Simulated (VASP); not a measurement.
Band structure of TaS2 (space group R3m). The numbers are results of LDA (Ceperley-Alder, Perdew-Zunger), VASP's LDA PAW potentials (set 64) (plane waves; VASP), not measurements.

Unless said otherwise, spin-orbit coupling is left out, though it shifts the bands of the heavy elements here.

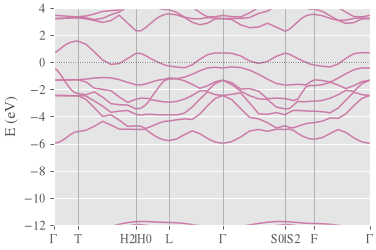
Figure: Bands along high-symmetry lines, zero at the valence-band maximum or, without a gap, the Fermi level

Problem. Read the plot: is there a gap, and where are the band edges?

Solution. It has no gap at this level: it comes out as a metal or semimetal.

The structure comes from a computed database's TaS2 entry (R3m); how it stands against other phases isn't given here. The cell was not relaxed at this level. The electron count is odd and the run is not spin-polarised, which forces a metal.
